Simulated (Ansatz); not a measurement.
# AlCN (triplet): the correlation ladder, cc-pVDZ

How much of the correlation energy of AlCN (triplet) does each wave-function method recover here?

Method: cc-pVDZ, correlated electrons: outside noble gas; program: Ansatz 0.2.0, Gaussian basis.

The runs, in order: UHF; CCSD(T) on ROHF; CCSD(T) on UHF; BCCD(T) on ROHF; CISD; CCSDT(Q) on ROHF; CCSDT(Q) on UHF.

## 1. What is computed

The geometry is a PBE0/def2-TZVP stationary point (not a proven minimum) of the parent state, kept for this charge and spin.

3 atoms, charge 0, spin multiplicity 3.

Atoms are counted from 1 here; the program's logs count them from 0.

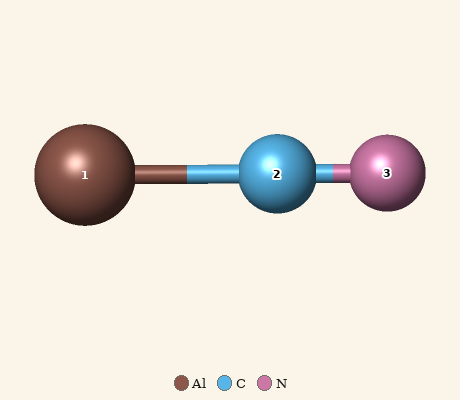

The structure; aluminium brown, carbon blue, nitrogen pink; atoms are numbered from 1 in the order of the file.

In the tables R marks a restricted open-shell determinant and U an unrestricted one; correlation energies count from the lowest restricted Hartree-Fock solution.

## 2. UHF

File in.yaml:

```yaml
crystal:
  periodic: [false, false, false]
  atoms:
    - {symbol: Al, position_ang: [0.000000, 0.000000, 1.735900]}
    - {symbol: C, position_ang: [0.000000, 0.000000, -0.289400]}
    - {symbol: N, position_ang: [0.000000, 0.000000, -1.446500]}
basis:
  gaussian: {orbitals: cc-pVDZ}
magnetization: {spin_polarized: true, initial_magnetization: 2}
hamiltonian: {xc: hf}
output: {orbitals: {seedname: orbitals}}
```

Started as:

```console
> ansatz run in.yaml --threads 1 --pin off --events-out ev --progress --plain --max-ram 2393MiB
```

After this run come: CCSD(T) on ROHF; CCSD(T) on UHF; BCCD(T) on ROHF; CISD; CCSDT(Q) on ROHF; CCSDT(Q) on UHF.

**Question.** What will the summary of the whole plan be? Wanted: correlation energy, RCCSDT(Q); RMP2 from RCCSDT(Q); UMP2 from RCCSDT(Q); RCCSD from RCCSDT(Q); RCCSD(T) from RCCSDT(Q); UCCSD(T) from RCCSDT(Q); UCCSDT(Q) from RCCSDT(Q); T1 diagnostic.

As calculated:

| quantity | value |
| --- | --- |
| correlation energy, RCCSDT(Q) | -8.8299 eV |
| RMP2 from RCCSDT(Q) | +70.8 kJ/mol |
| UMP2 from RCCSDT(Q) | +72.2 kJ/mol |
| RCCSD from RCCSDT(Q) | +43.3 kJ/mol |
| RCCSD(T) from RCCSDT(Q) | +5.9 kJ/mol |
| UCCSD(T) from RCCSDT(Q) | +5.9 kJ/mol |
| UCCSDT(Q) from RCCSDT(Q) | -0.2 kJ/mol |
| levels of the table within 1 kcal/mol (43 meV) | UCCSDT(Q) |
| T1 diagnostic | 0.023 |

**Reading.** RCCSD(T) misses by +5.9 kJ/mol, 0.7 % of the correlation energy. These misses are within one basis, not against nature; the frozen cores of restricted and unrestricted runs differ, which can shift their rows.
